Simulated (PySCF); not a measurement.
**C₄H₁₀OSi (SMILES C=CCCO[SiH3]): density, localisation and related maps**

```xyz
16

C     2.7708   -0.8044    0.2935
C     1.5515   -0.6980   -0.1979
C     0.9403    0.5791   -0.6794
C    -0.3610    0.8817    0.0689
O    -1.3237   -0.0795   -0.2431
Si   -2.8254   -0.2670    0.3268
H     3.4267    0.0479    0.3703
H     3.1704   -1.7449    0.6320
H     0.9038   -1.5610   -0.2660
H     1.6320    1.4117   -0.5403
H     0.7039    0.4880   -1.7431
H    -0.7296    1.8754   -0.2167
H    -0.1742    0.8873    1.1504
H    -3.6541    0.9108    0.0467
H    -2.8264   -0.4754    1.7788
H    -3.2127   -1.4427   -0.4334
```

Geometry: GFN2-xTB.

These are results of PBE0/pcSseg-1, SCF density, gas phase, non-relativistic in PySCF 2.14.0, not measurements.

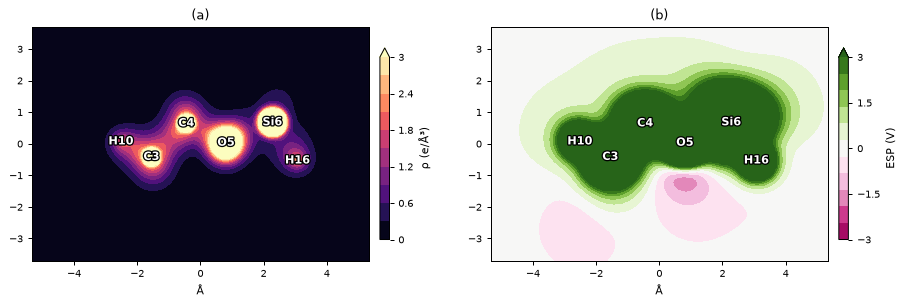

Figure 1. (a) total electron density; (b) electrostatic potential on the plane of atoms C3, C4 and O5.

Question: Interpret the plot.

Answer:
- The section cuts through C, O, Si and H sites.
- C–O (1.40 Å): ρ is about 2.1 e/Å³ halfway, with its minimum of 1.8 e/Å³ about 0.5 Å from C.
- Si–O (1.62 Å): ρ at the midpoint is about 1.2 e/Å³.
- C–H (1.09 Å): ρ at the midpoint is about 2 e/Å³.
- Si–H (1.45 Å): ρ at the midpoint is about 0.83 e/Å³.
- Outside the dense part of the molecule the potential is most negative (−1.7 V) near O5.

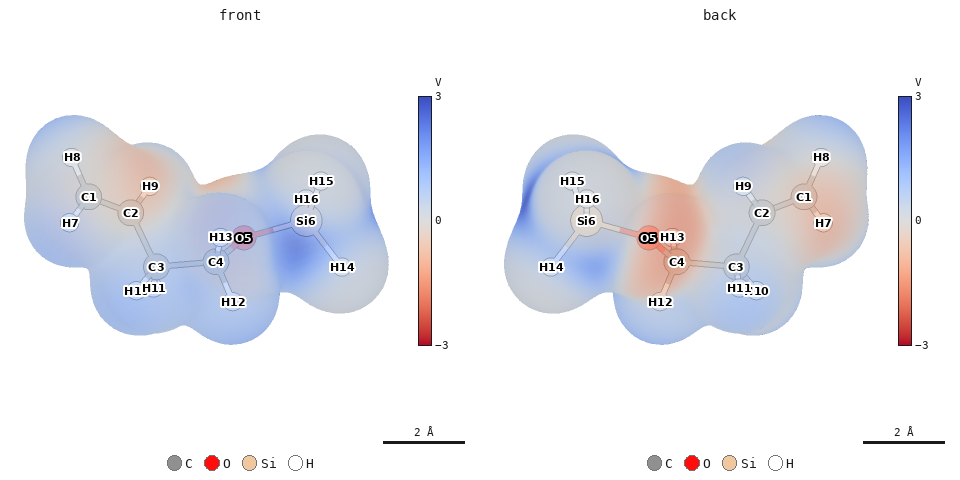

Figure 2. The molecular electrostatic potential painted on the density surface at 0.004 e/bohr³, seen from the front and from behind; red is negative and blue positive.

Question: Which sites attract a positive test charge, and which a negative one?

Answer: A positive charge is drawn to the negative regions and a negative charge to the positive ones. The most negative region (about −1.4 V, or −32 kcal/mol for a unit charge) lies over O5, the most positive (about +2.3 V, or +53 kcal/mol for a unit charge) over Si6. O5 is the likeliest acceptor of a hydrogen bond.

Question: How polar is the molecule by this calculation?

Answer: Its dipole moment is 1.07 D.
